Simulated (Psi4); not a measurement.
**CH2BN− (SMILES [BH2-]C#N) at UMP2/cc-pVTZ-F12 (density fitting, density fitting for correlation, sweep point 2)**

Aim: the vertical electron affinity of CH2BN− at UMP2/cc-pVTZ-F12 (density fitting, density fitting for correlation, sweep point 2), from 2 runs. 

The calculation is run with Psi4 1.11.

## (1) Starting point

CH2BN− has 5 atoms, charge -1, and is taken as a doublet. As SMILES, `[BH2-]C#N`. The shape is that of a GFN2-xTB optimisation.

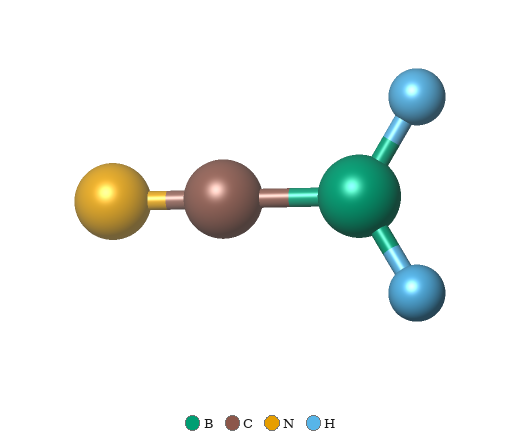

Viewed from a chosen angle; boron teal, carbon brown, nitrogen amber, hydrogen blue.

## (2) A single-point energy at UMP2/cc-pVTZ-F12 (density fitting, density fitting for correlation, sweep point 2)

The input, calc.dat:

```
memory 1.6 GB

molecule geom {
  -1 2
  B     -0.479260     0.201310    -0.246440
  C      0.740110    -0.310900     0.381160
  N      1.729380    -0.727540     0.890010
  H     -0.889380    -0.271730    -1.280950
  H     -1.100840     1.108860     0.256220
  symmetry c1
}

set basis cc-pVTZ-F12
set reference uhf
set puream true
set scf_type df
set num_frozen_docc 3
set maxiter 150

energy('mp2')
```

Command:

```console
$ psi4 calc.dat calc.out -n 1
```

calc.out:

```text
[...]
  Running in c1 symmetry.
[...]
  Nuclear repulsion =   46.054610857130797
[...]
  Multiplicity = 2
[...]
  Nalpha       = 11
  Nbeta        = 10
[...]
    Number of basis functions: 195
[...]
   @DF-UHF iter   1:  -118.08662180928040   -1.22868e+00   2.11376e-03 ADIIS/DIIS
[...]
   @DF-UHF iter  18:  -118.20520846302408   -1.83178e-11   6.27298e-09 DIIS
[...]
   @S^2 Observed:                8.587416653E-01
[...]
    Orbital Energies [Eh]
    ---------------------
    Alpha Occupied:
       1A    -15.360250     2A    -11.033901     3A     -7.359916
       4A     -1.001127     5A     -0.598803     6A     -0.393159
       7A     -0.329273     8A     -0.310141     9A     -0.307420
      10A     -0.234517    11A     -0.058582
    Alpha Virtual:
      12A      0.142968    13A      0.143806    14A      0.147709
      15A      0.156317    16A      0.209299    17A      0.235068
      18A      0.244524    19A      0.292061    20A      0.302948
      21A      0.305187    22A      0.311768    23A      0.348920
      24A      0.367086    25A      0.368323    26A      0.384196
[...]
  @DF-UHF Final Energy:  -118.20520846302408
   => Energetics <=
    Nuclear Repulsion Energy =             46.0546108571307968
    One-Electron Energy =                -254.8269449931788984
    Two-Electron Energy =                  90.5671256730240231
    Total Energy =                       -118.2052084630240785
  UHF NO Occupations:
  HONO-2 :    9  A 1.9847156
  HONO-1 :   10  A 1.9656053
[...]
 Multipole Moments:
 ------------------------------------------------------------------------------------
     Multipole            Electronic (a.u.)      Nuclear  (a.u.)        Total (a.u.)
 ------------------------------------------------------------------------------------
 L = 1.  Multiply by 2.5417464519 to convert [e a0] to [Debye]
 Dipole X            :          2.3387880           -2.0212242            0.3175638
 Dipole Y            :         -0.9835461            0.8504340           -0.1331120
 Dipole Z            :          1.2041827           -1.0409714            0.1632113
 Magnitude           :                                                    0.3810557
[...]
```

It took 6.6 s on 1 thread of AMD EPYC 7B13 (Zen 3), shared host; peak memory 0.36 GiB.

## (3) Singlet [CH2BN]2−

The input, calc.dat:

```
memory 1600 MB

molecule {
  -2 1
  B     -0.479260     0.201310    -0.246440
  C      0.740110    -0.310900     0.381160
  N      1.729380    -0.727540     0.890010
  H     -0.889380    -0.271730    -1.280950
  H     -1.100840     1.108860     0.256220
  units angstrom
  symmetry c1
}

set {
  basis cc-pVTZ-F12
  reference rhf
  puream true
  scf_type df
  num_frozen_docc 3
}

energy('mp2')
```

Command:

```console
$ psi4 -n 1 calc.dat calc.out
```

calc.out:

```text
[...]
  Running in c1 symmetry.
[...]
  Nuclear repulsion =   46.054610857130797
[...]
  Multiplicity = 1
[...]
  Nalpha       = 11
  Nbeta        = 11
[...]
    Number of basis functions: 195
[...]
   @DF-RHF iter   1:  -117.66698324740877   -8.09040e-01   3.16922e-03 DIIS/ADIIS
[...]
   @DF-RHF iter  24:  -118.01974979761566   -1.16216e-10   5.52695e-09 DIIS
[...]
    Orbital Energies [Eh]
    ---------------------
    Doubly Occupied:
       1A    -15.409572     2A    -11.072639     3A     -7.451644
       4A     -1.018488     5A     -0.639549     6A     -0.421583
       7A     -0.366108     8A     -0.352097     9A     -0.283688
      10A     -0.258415    11A      0.117163
[...]
  @DF-RHF Final Energy:  -118.01974979761566
   => Energetics <=
    Nuclear Repulsion Energy =             46.0546108571307968
    One-Electron Energy =                -253.8354852746374490
    Two-Electron Energy =                  89.7611246198909924
    Total Energy =                       -118.0197497976156598
[...]
 Multipole Moments:
 ------------------------------------------------------------------------------------
     Multipole            Electronic (a.u.)      Nuclear  (a.u.)        Total (a.u.)
 ------------------------------------------------------------------------------------
 L = 1.  Multiply by 2.5417464519 to convert [e a0] to [Debye]
 Dipole X            :          7.2673405           -2.0212242            5.2461163
 Dipole Y            :         -3.0571319            0.8504340           -2.2066979
 Dipole Z            :          3.7403497           -1.0409714            2.6993783
 Magnitude           :                                                    6.2990392
[...]
```

Wall time 5.4 s (1 thread of AMD EPYC 7B13 (Zen 3), shared host); peak memory 0.36 GiB.

## (4) Outcome

At UMP2/cc-pVTZ-F12 (density fitting, density fitting for correlation, sweep point 2), 3 core orbitals frozen:

| quantity | value |
| --- | --- |
| doublet CH2BN−: total energy | -118.66799 Eh |
| doublet CH2BN−: HOMO energy (Hartree–Fock orbitals) (highest over α and β) | -1.59 eV |
| doublet CH2BN−: LUMO energy (Hartree–Fock orbitals) (lowest over α and β) | 3.89 eV |
| doublet CH2BN−: correlation energy (3 core orbitals frozen) | -462.8 mEh |
| doublet CH2BN−: ⟨S²⟩ of the reference determinant | 0.859 |
| singlet [CH2BN]2−: total energy | -118.48259 Eh |
| singlet [CH2BN]2−: HOMO energy (Hartree–Fock orbitals) | 3.19 eV |
| singlet [CH2BN]2−: LUMO energy (Hartree–Fock orbitals) | 4.80 eV |
| singlet [CH2BN]2−: HOMO–LUMO gap (to an unbound level, set by the basis) | 1.61 eV |
| singlet [CH2BN]2−: correlation energy (3 core orbitals frozen) | -462.8 mEh |
| vertical electron affinity (to the singlet dianion) | -5.045 eV |

In words: The dianion lies 5.04 eV (487 kJ/mol) above the anion: the electron isn't bound at this level, and such a value depends on the basis. ⟨S²⟩ (doublet CH2BN−) is 0.86 where a pure doublet has 0.75: the reference is spin-contaminated. The HOMO (singlet [CH2BN]2−) lies at positive energy, 3.19 eV: the electron is unbound at this level or held by a compact basis; values depend on the basis.
